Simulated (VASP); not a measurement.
Band structure of Cu (fcc). These are vdW-DF-cx, VASP's PBE PAW potentials (set 64) (plane waves; VASP) values and carry that method's errors.

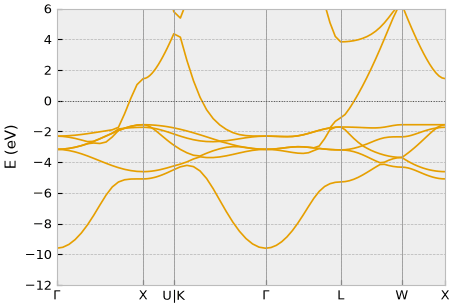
*Bands along high-symmetry lines, zero at the valence-band maximum or, without a gap, the Fermi level*

Q: Read the plot: is there a gap, and where are the band edges?

A: It has no gap at this level: it comes out as a metal or semimetal. (Edges off the drawn lines would not show.)

The compound is Cu in the fcc structure. It was relaxed first.
